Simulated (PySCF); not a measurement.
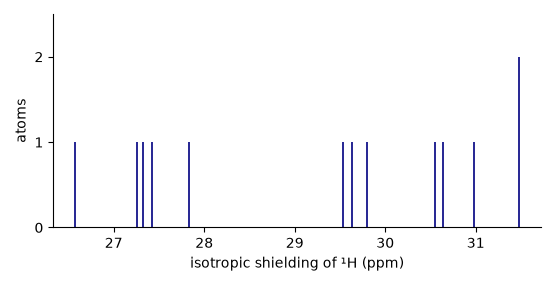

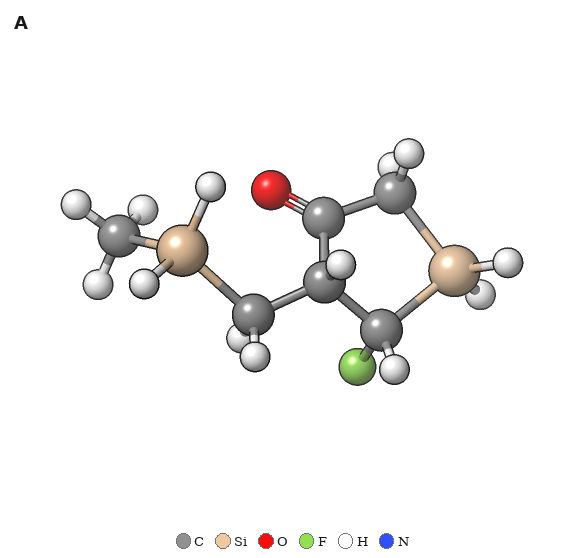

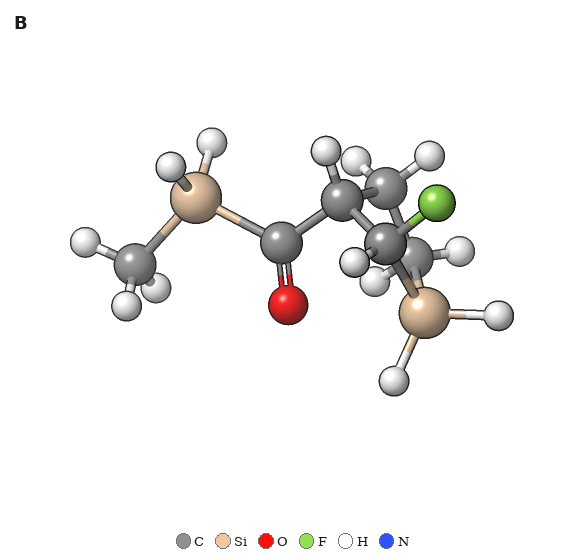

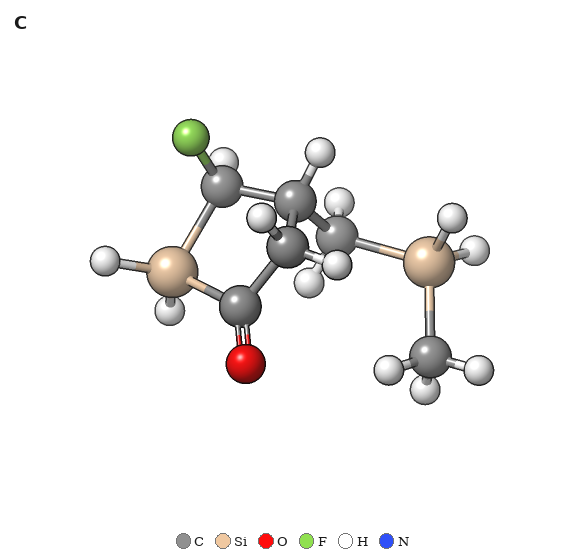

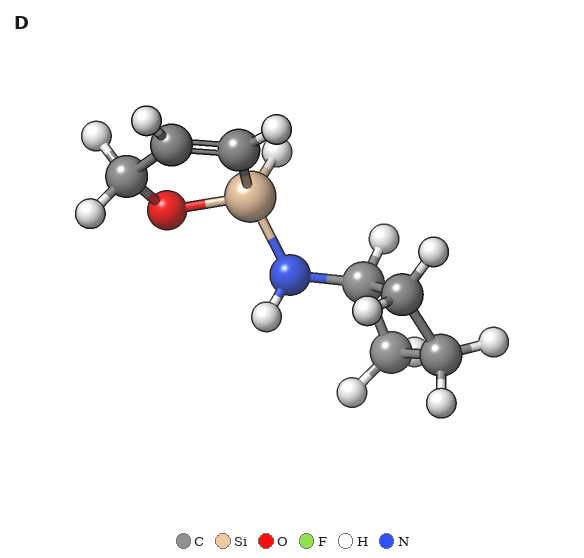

The sticks are computed shieldings of one of the molecules, for one fixed geometry (GFN2-xTB) without averaging over rotations. Low shielding means a high chemical shift. Method: GIAO PBE0/pcSseg-1 NMR shielding, non-relativistic, gas phase (PySCF 2.14.0).

> Match the spectrum to a structure.

A, `C[SiH2]C[C@@H]1C(=O)C[SiH2][C@@H]1F`. Its 13 H atoms give lines at 26.58, 27.26, 27.33, 27.42, 27.83, 29.53, 29.64, 29.80, 30.56, 30.64, 30.98, 31.47 (2 atoms) ppm.

The geometry is semi-empirical. Around Si such bond lengths and angles can be off by a tenth of an ångström or more and by several degrees, and values that hang on the shape move with them.
